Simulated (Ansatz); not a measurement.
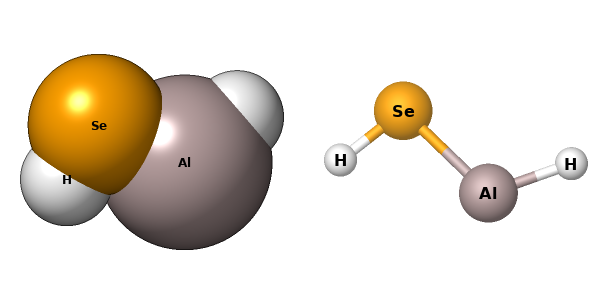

Two views of one molecule.

State: neutral, doublet. The computed structure is the end point of a PBE0-D4/def2-TZVP optimisation. No frequency run is at hand to confirm it as a minimum.

What does the picture show?

Formula AlH₂Se. Its SMILES string is `[AlH][SeH]`. The point group is Cs. It is an open-shell species. All atoms lie on one plane. Coordination: 1 Al bent; 1 Se bent.

The parts below concern this one geometry. Atoms keep their numbers from picture to picture.

Geometry

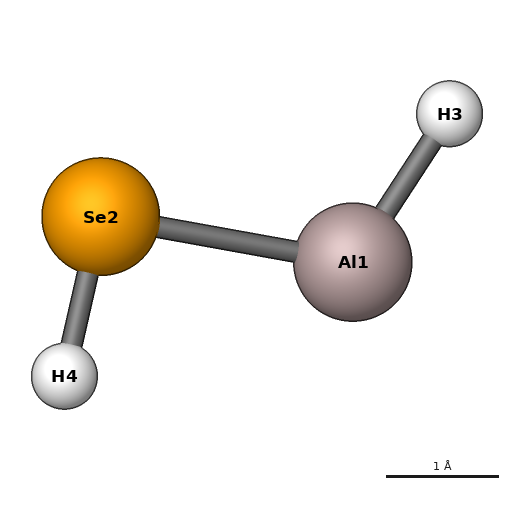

Atoms carry their numbers in the input. No frequency run is at hand to confirm it as a minimum.

Which atoms are bonded, and how long are the bonds?

| bond | length (Å) |
| --- | --- |
| Al1–Se2 | 2.331 |
| Al1–H3 | 1.600 |
| Se2–H4 | 1.469 |

Dipole moment

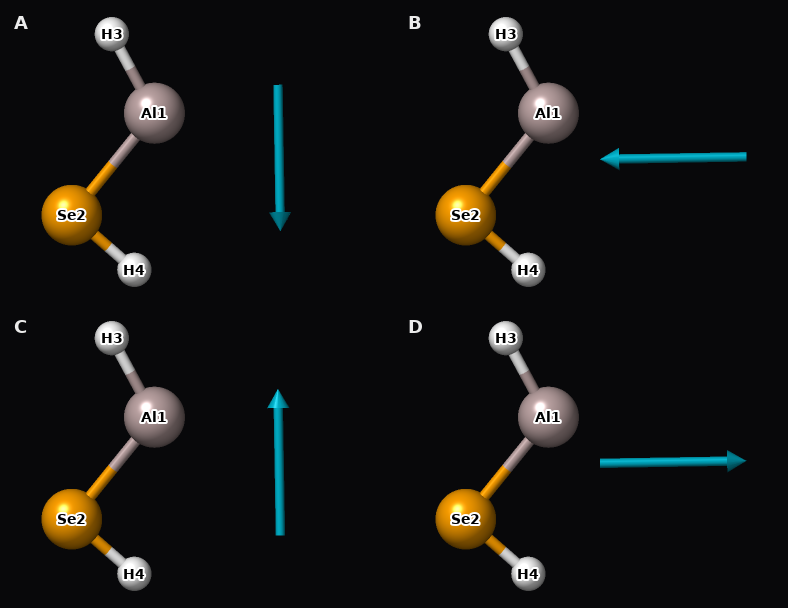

The same molecule four times, each with an arrow. No frequency run is at hand to confirm it as a minimum. Method: UKS PBE0-D4/def2-TZVP (Ansatz 0.2.0).

Which arrow points along the dipole moment, from the negative to the positive end?

D. The dipole moment is 1.23 D; it points from the side of Se2 to the side of Al1 (the outermost atoms at the two ends).

Electronic properties

No frequency run is at hand to confirm it as a minimum. Properties computed with UHF-CCSD(T), frozen core/def2-TZVPP (Ansatz 0.2.0).

Predict the main results.

- ⟨S²⟩ of the determinant: 0.756
- T1 diagnostic: 0.012

Charges

The questions are on Mulliken charges. No frequency run is at hand to confirm it as a minimum. Properties computed with UKS PBE0-D4/def2-TZVP (Ansatz 0.2.0).

Which atom carries the highest charge (most positive or least negative)?

Al1 (0.23 e).

And the lowest?

Se2 (−0.30 e).

Give the Mulliken charges atom by atom.

```tsv
atom	value (e)
Al1	0.23
Se2	−0.30
H3	−0.08
H4	0.14
```

Mulliken values depend strongly on the basis set and can even reverse the polarity of a bond.
